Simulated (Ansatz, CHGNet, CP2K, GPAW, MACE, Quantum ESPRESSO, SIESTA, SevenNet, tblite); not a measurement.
# Ge(100) slab, H on both faces (90 atoms), the built cell with every atom moved at random

The starting structure: Diamond-structure Ge (a = 5.658 Å), (100) slab of 6 atomic planes, 3 x 3 surface cells, H on the broken bonds of both faces, 12 Å of vacuum; displaced by a Gaussian of 0.02 Å. Then every atom was moved at random, 0.03 Å r.m.s. a Cartesian component (hydrogen 0.6 of that).

This is the built cell with every atom moved at random. Method: Kohn-Sham DFT, RPBE, GTH-PBE pseudopotentials, Gaussian and plane waves, DZVP-MOLOPT (UZH set), orbital transformation; PBE potentials; DZVP-UZH; 450/50 Ry (CP2K 2026.2); Γ point.

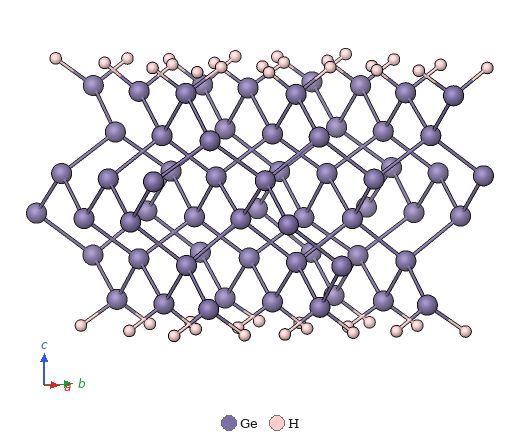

The structure (germanium purple, hydrogen pink). Bonds to atoms that aren't drawn are left out. Some periodic images of atoms are drawn too.

Cell vectors (Å):

```
12.002 0.000 0.000
0.000 12.002 0.000
0.000 0.000 20.839
```

Positions (Å):

```
1 Ge 1.999 2.071 6.889
2 Ge 0.049 2.032 8.295
3 Ge 12.002 4.012 9.740
4 Ge 2.094 0.015 11.138
5 Ge 2.015 2.003 12.490
6 Ge 0.065 2.037 13.970
7 Ge 2.037 5.984 6.872
8 Ge 11.978 5.969 8.322
9 Ge 0.050 8.011 9.750
10 Ge 1.963 4.054 11.145
11 Ge 2.018 5.997 12.525
12 Ge 0.080 6.007 13.923
13 Ge 1.994 9.968 6.889
14 Ge 0.046 9.974 8.256
15 Ge 0.086 11.965 9.736
16 Ge 2.046 7.966 11.073
17 Ge 2.044 10.041 12.517
18 Ge 0.026 10.009 13.960
19 Ge 6.004 2.058 6.892
20 Ge 3.932 2.035 8.323
21 Ge 4.039 4.013 9.699
22 Ge 6.022 0.026 11.109
23 Ge 6.016 1.985 12.524
24 Ge 4.116 1.968 13.935
25 Ge 5.986 6.014 6.894
26 Ge 4.054 5.998 8.287
27 Ge 4.031 7.994 9.605
28 Ge 5.957 3.981 11.107
29 Ge 6.074 5.979 12.518
30 Ge 4.016 5.971 13.974
31 Ge 5.995 10.044 6.857
32 Ge 4.064 9.947 8.306
33 Ge 4.014 0.006 9.706
34 Ge 6.017 7.984 11.158
35 Ge 6.060 10.014 12.539
36 Ge 4.043 10.053 13.987
37 Ge 9.960 1.990 6.865
38 Ge 7.991 2.030 8.257
39 Ge 7.965 4.012 9.780
40 Ge 10.010 11.964 11.170
41 Ge 10.079 1.991 12.512
42 Ge 8.032 1.991 14.019
43 Ge 10.003 6.017 6.870
44 Ge 7.952 6.048 8.294
45 Ge 8.066 8.030 9.730
46 Ge 10.045 4.013 11.139
47 Ge 10.017 5.987 12.565
48 Ge 8.064 5.985 13.921
49 Ge 10.023 9.918 6.879
50 Ge 7.979 10.011 8.275
51 Ge 8.024 11.982 9.745
52 Ge 10.003 7.991 11.123
53 Ge 10.009 10.048 12.545
54 Ge 8.038 9.979 13.906
55 H 1.978 0.767 6.036
56 H 1.995 3.268 6.049
57 H 0.006 0.694 14.899
58 H 0.010 3.303 14.851
59 H 2.048 7.216 6.080
60 H 2.011 4.737 6.086
61 H 0.060 4.797 14.802
62 H 0.019 7.223 14.859
63 H 2.005 11.255 5.968
64 H 2.014 8.708 5.991
65 H 0.016 8.752 14.819
66 H 0.010 11.244 14.868
67 H 6.031 0.790 6.013
68 H 6.036 3.203 6.033
69 H 4.055 0.737 14.906
70 H 4.019 3.215 14.808
71 H 6.010 4.754 6.057
72 H 6.020 7.259 5.983
73 H 4.015 4.748 14.834
74 H 4.092 7.241 14.810
75 H 6.059 8.733 6.023
76 H 6.041 11.260 6.016
77 H 4.114 8.821 14.840
78 H 4.029 11.273 14.840
79 H 9.981 0.724 5.998
80 H 9.998 3.279 5.981
81 H 8.071 0.758 14.891
82 H 8.064 3.259 14.875
83 H 9.990 7.235 5.998
84 H 10.028 4.734 5.983
85 H 8.080 4.753 14.872
86 H 7.996 7.257 14.809
87 H 10.072 11.287 5.974
88 H 10.044 8.786 6.023
89 H 8.011 11.262 14.816
90 H 8.023 8.753 14.820
```

**Question.** What force acts on each atom, and what charge does it carry?

Columns: atom, q, fx, fy, fz (forces in eV/Å, q the Hirshfeld charge in e).

```
1 0.12 -0.124 -1.490 0.440
2 0.01 -0.864 -0.472 0.137
3 0.00 -0.044 -0.151 -0.379
4 0.00 -0.579 -0.120 -0.171
5 0.01 0.671 0.303 0.835
6 0.11 -0.265 -1.047 0.388
7 0.12 -0.332 -0.194 1.827
8 0.00 0.490 0.578 -0.324
9 -0.01 -0.517 -0.286 -0.497
10 0.00 0.728 -0.547 -0.424
11 0.01 0.550 0.412 0.321
12 0.11 -0.699 0.616 -0.166
13 0.11 0.756 0.357 -0.465
14 0.01 -0.490 0.064 0.524
15 0.00 -0.480 0.265 -0.299
16 0.01 0.303 0.567 0.385
17 0.01 0.092 -0.674 0.439
18 0.11 -0.011 0.083 -0.490
19 0.11 -0.545 -1.820 1.232
20 0.01 0.870 -0.237 -0.453
21 0.01 -0.988 0.173 0.235
22 0.00 0.000 -0.404 0.051
23 0.01 0.830 0.154 0.300
24 0.10 -1.257 -0.272 0.172
25 0.11 0.325 0.261 -0.122
26 0.01 -0.602 -0.210 -0.306
27 0.00 0.278 -0.464 1.285
28 0.00 0.486 0.045 0.523
29 0.01 -0.717 -0.220 0.455
30 0.12 0.423 0.510 -0.944
31 0.12 0.303 -1.143 0.465
32 0.01 -0.711 1.074 -0.669
33 0.01 0.378 -0.186 -0.255
34 0.00 0.081 0.279 -0.574
35 0.01 -0.643 0.050 0.030
36 0.11 0.084 -0.398 -1.158
37 0.11 0.693 0.474 0.176
38 0.00 0.079 -0.176 0.826
39 0.00 0.531 0.066 -0.774
40 0.00 0.521 0.638 -0.764
41 0.00 -0.490 0.085 0.767
42 0.12 0.308 0.335 -1.065
43 0.11 -0.317 -0.824 0.516
44 0.00 0.645 -0.386 0.197
45 -0.01 -0.890 -0.041 -0.274
46 0.00 -0.625 -0.168 0.003
47 0.01 0.696 0.214 -0.163
48 0.11 -0.376 -0.036 0.655
49 0.11 -0.097 3.105 0.894
50 0.01 0.421 -0.026 0.072
51 0.00 0.074 0.492 -0.666
52 0.00 0.657 0.289 0.408
53 0.01 0.433 -1.002 0.277
54 0.10 -0.090 0.709 0.578
55 -0.06 0.052 0.608 0.078
56 -0.06 0.041 0.558 -0.843
57 -0.06 0.101 1.344 -0.543
58 -0.05 0.063 -0.515 -0.013
59 -0.06 -0.002 0.562 -0.819
60 -0.06 0.046 -0.297 -0.748
61 -0.06 0.051 -0.223 0.376
62 -0.06 0.078 -0.282 -0.008
63 -0.06 0.020 -0.791 0.287
64 -0.06 -0.012 0.550 -0.014
65 -0.06 0.016 0.187 0.126
66 -0.06 0.028 -0.237 0.097
67 -0.06 -0.055 0.435 -0.014
68 -0.06 -0.004 1.227 -1.196
69 -0.06 0.059 0.745 -0.299
70 -0.06 0.110 -0.176 0.110
71 -0.06 0.010 0.164 -0.271
72 -0.06 -0.078 -0.436 -0.039
73 -0.06 -0.039 -0.149 0.447
74 -0.06 -0.108 -0.182 0.191
75 -0.06 -0.057 0.667 -0.009
76 -0.05 -0.059 0.382 -0.585
77 -0.06 -0.067 -0.184 0.397
78 -0.06 -0.014 0.210 0.499
79 -0.06 -0.016 0.262 -0.105
80 -0.06 -0.028 -0.681 0.066
81 -0.06 -0.057 -0.003 0.286
82 -0.06 -0.070 -0.300 0.114
83 -0.06 0.058 0.067 -0.409
84 -0.06 -0.017 0.642 0.098
85 -0.06 -0.037 0.558 -0.165
86 -0.06 0.041 -0.553 -0.117
87 -0.06 -0.028 -1.399 0.540
88 -0.06 0.010 -1.434 -1.378
89 -0.06 -0.007 -0.787 -0.225
90 -0.06 0.019 0.256 0.075
```

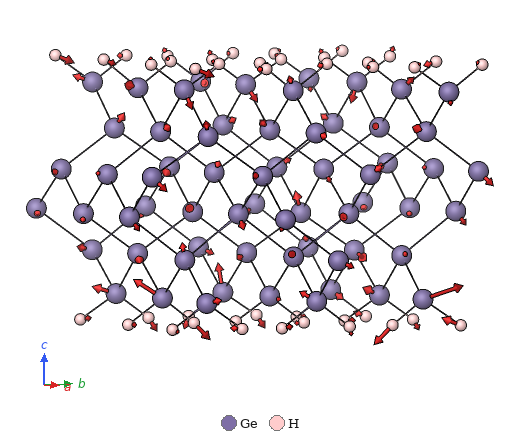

The forces as arrows, the longest 3.23 eV/Å. Bonds to atoms that aren't drawn are left out. Some periodic images of atoms are drawn too.

Only the Γ point is sampled, in a cell whose shortest periodic width is 12 Å.

The r.m.s. force component is 0.558 eV/Å; the longest force, 3.23 eV/Å, acts on Ge49.

[Logs are printed without paths, hosts, clocks, repeated set-up lines and the standing remarks that a program may print on its own settings, such as how far it seeks lower states.]

[Hosts, paths, dates, database ids (printed as entryN), source tags and the programs' standing remarks are cut or masked in the printed files.]
